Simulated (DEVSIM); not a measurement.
Device: abrupt Si p-n junction, at 300 K.

```tsv
layer (left to right)	material	thickness (μm)	Nd (cm⁻³)	Na (cm⁻³)	τn (s)	τp (s)
1	Si	0.230	-	1.3e17	5.7e-8	5.7e-7
2	Si	4.40	8.5e17	-	5.7e-7	5.7e-7
```

Left contact: ohmic. Right contact: ohmic. Voltage is applied to the left contact. Recombination: SRH at mid-gap, Auger. Gap narrowing is on: ΔEg = 6.92 meV × (l + √(l² + 0.5)), l = ln(N/1.3e17 cm⁻³), shared equally by both band edges. Mobility is μmin + (μ − μmin)/(1 + (N/Nref)^α).

The device is made up for the run: typed textbook-type constants, with dimensions and the other settings drawn at random. Values at 300 K.

| parameter | Si |
|---|---|
| gap (eV) | 1.124 |
| affinity (eV) | 4.05 |
| permittivity | 11.7 |
| Nc (cm⁻³) | 2.86e19 |
| Nv (cm⁻³) | 3.1e19 |
| μn (cm²/Vs) | 1417 |
| μp (cm²/Vs) | 470 |
| μn,min | 52 |
| μp,min | 45 |
| Nref,n | 9.7e16 |
| Nref,p | 2.2e17 |
| αn | 0.68 |
| αp | 0.72 |
| Cn (cm⁶/s) | 2.8e-31 |
| Cp (cm⁶/s) | 9.9e-32 |

DEVSIM, 1D drift-diffusion, Boltzmann statistics, complete ionisation; no tunnelling, impact ionisation, image-force lowering or self-heating.

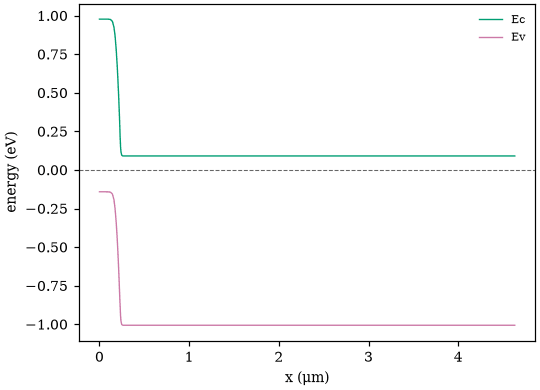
Fig. 1. Band edges at zero bias

Energies count from the Fermi level of the right contact; mesh points crowd at the junctions.

```json
[
 {"x (μm)": "0.000", "Ec (eV)": "0.978", "Ev (eV)": "-0.142", "n (cm⁻³)": "1100", "p (cm⁻³)": "1.3e17", "field (V/cm)": "≈ 0"},
 {"x (μm)": "0.01739", "Ec (eV)": "0.978", "Ev (eV)": "-0.142", "n (cm⁻³)": "1100", "p (cm⁻³)": "1.3e17", "field (V/cm)": "≈ 0"},
 {"x (μm)": "0.04465", "Ec (eV)": "0.978", "Ev (eV)": "-0.142", "n (cm⁻³)": "1100", "p (cm⁻³)": "1.3e17", "field (V/cm)": "≈ 0"},
 {"x (μm)": "0.08736", "Ec (eV)": "0.977", "Ev (eV)": "-0.142", "n (cm⁻³)": "1100", "p (cm⁻³)": "1.3e17", "field (V/cm)": "-93"},
 {"x (μm)": "0.1615", "Ec (eV)": "0.926", "Ev (eV)": "-0.193", "n (cm⁻³)": "7800", "p (cm⁻³)": "1.8e16", "field (V/cm)": "-34000"},
 {"x (μm)": "0.1974", "Ec (eV)": "0.680", "Ev (eV)": "-0.439", "n (cm⁻³)": "1.1e8", "p (cm⁻³)": "1.3e12", "field (V/cm)": "-100000"},
 {"x (μm)": "0.2203", "Ec (eV)": "0.388", "Ev (eV)": "-0.731", "n (cm⁻³)": "8.8e12", "p (cm⁻³)": "1.6e7", "field (V/cm)": "-150000"},
 {"x (μm)": "0.2406", "Ec (eV)": "0.114", "Ev (eV)": "-0.983", "n (cm⁻³)": "3.5e17", "p (cm⁻³)": "940", "field (V/cm)": "-46000"},
 {"x (μm)": "0.2672", "Ec (eV)": "0.091", "Ev (eV)": "-1.006", "n (cm⁻³)": "8.5e17", "p (cm⁻³)": "390", "field (V/cm)": "-160"},
 {"x (μm)": "0.3138", "Ec (eV)": "0.091", "Ev (eV)": "-1.006", "n (cm⁻³)": "8.5e17", "p (cm⁻³)": "390", "field (V/cm)": "≈ 0"},
 {"x (μm)": "0.3960", "Ec (eV)": "0.091", "Ev (eV)": "-1.006", "n (cm⁻³)": "8.5e17", "p (cm⁻³)": "390", "field (V/cm)": "≈ 0"},
 {"x (μm)": "0.6153", "Ec (eV)": "0.091", "Ev (eV)": "-1.006", "n (cm⁻³)": "8.5e17", "p (cm⁻³)": "390", "field (V/cm)": "≈ 0"},
 {"x (μm)": "0.9265", "Ec (eV)": "0.091", "Ev (eV)": "-1.006", "n (cm⁻³)": "8.5e17", "p (cm⁻³)": "390", "field (V/cm)": "≈ 0"},
 {"x (μm)": "1.474", "Ec (eV)": "0.091", "Ev (eV)": "-1.006", "n (cm⁻³)": "8.5e17", "p (cm⁻³)": "390", "field (V/cm)": "≈ 0"},
 {"x (μm)": "2.837", "Ec (eV)": "0.091", "Ev (eV)": "-1.006", "n (cm⁻³)": "8.5e17", "p (cm⁻³)": "390", "field (V/cm)": "≈ 0"},
 {"x (μm)": "3.621", "Ec (eV)": "0.091", "Ev (eV)": "-1.006", "n (cm⁻³)": "8.5e17", "p (cm⁻³)": "390", "field (V/cm)": "≈ 0"},
 {"x (μm)": "4.067", "Ec (eV)": "0.091", "Ev (eV)": "-1.006", "n (cm⁻³)": "8.5e17", "p (cm⁻³)": "390", "field (V/cm)": "≈ 0"},
 {"x (μm)": "4.321", "Ec (eV)": "0.091", "Ev (eV)": "-1.006", "n (cm⁻³)": "8.5e17", "p (cm⁻³)": "390", "field (V/cm)": "≈ 0"},
 {"x (μm)": "4.493", "Ec (eV)": "0.091", "Ev (eV)": "-1.006", "n (cm⁻³)": "8.5e17", "p (cm⁻³)": "390", "field (V/cm)": "≈ 0"},
 {"x (μm)": "4.563", "Ec (eV)": "0.091", "Ev (eV)": "-1.006", "n (cm⁻³)": "8.5e17", "p (cm⁻³)": "390", "field (V/cm)": "≈ 0"},
 {"x (μm)": "4.602", "Ec (eV)": "0.091", "Ev (eV)": "-1.006", "n (cm⁻³)": "8.5e17", "p (cm⁻³)": "390", "field (V/cm)": "≈ 0"},
 {"x (μm)": "4.630", "Ec (eV)": "0.091", "Ev (eV)": "-1.006", "n (cm⁻³)": "8.5e17", "p (cm⁻³)": "390", "field (V/cm)": "≈ 0"}
]
```
